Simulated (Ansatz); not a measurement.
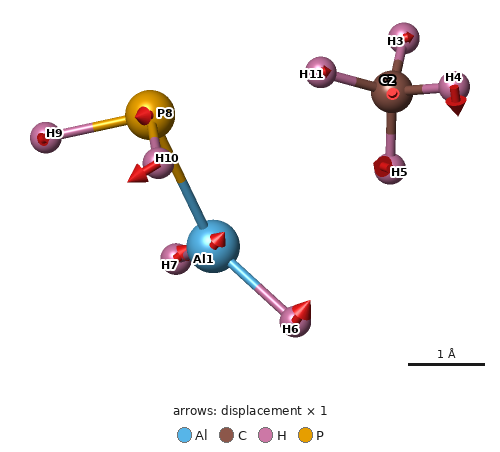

A relaxation of CH$_{8}$AlP. The starting structure is drawn; red arrows show the displacements, at their true length. The two geometries are superimposed by the best rigid fit.

A ball-and-stick model, seen at a tilt.

The run prepares an end point of a later path (reaction) calculation, from a guessed geometry.

The calculation used RKS PBE0-D4/6-31G* (Ansatz 0.2.0).

Input file:
```yaml
crystal:
  periodic: [false, false, false]
  atoms:
    - { symbol: Al, position_ang: [0.010542, -0.680979, -0.287458] }
    - { symbol: C, position_ang: [-0.082668, 0.01968, 2.800441] }
    - { symbol: H, position_ang: [-0.926204, 0.326377, 3.42394] }
    - { symbol: H, position_ang: [0.829891, -0.034153, 3.398624] }
    - { symbol: H, position_ang: [0.059936, 0.76527, 2.006572] }
    - { symbol: H, position_ang: [1.449838, -0.003552, -0.319088] }
    - { symbol: H, position_ang: [-1.267309, 0.13787, -0.758589] }
    - { symbol: P, position_ang: [-0.281589, -2.815528, 0.502194] }
    - { symbol: H, position_ang: [-0.97008, -3.335775, -0.629521] }
    - { symbol: H, position_ang: [0.993789, -3.309907, 0.112038] }
    - { symbol: H, position_ang: [-0.297348, -0.981803, 2.386048] }
basis:
  gaussian: { orbitals: "6-31G*" }
hamiltonian:
  xc: pbe0
  dispersion: d4
relax:
  f_tol: 0.03
  max_steps: 50
output:
  orbitals: {}
```

Run as
```bash
ansatz run input.yaml --threads 1 --pin off --max-ram 2048MiB --backend cpu --events-out ev --progress --plain --runs-dir out
```

**What did the optimiser do to the structure, and how much energy did it gain?**

Over 12 accepted moves (13 points after the start) the energy falls by 0.087 eV. The largest force component goes from 0.59 to 0.019 eV/Å. The line search rejected the trial step at point 5 of the run. The atom that moves furthest after the best rigid fit is H10 (0.50 Å). Largest moves by element: H 0.50 Å, P 0.31 Å, Al 0.29 Å, C 0.16 Å. Among the contacts that change: Al1–C2 3.168 → 2.967 Å, Al1–P8 2.295 → 2.337 Å, C2–H11 1.105 → 1.098 Å.

Limits of the set-up: the start holds two separate molecules, 2.6 Å apart at their closest, whose relative position is a soft coordinate.
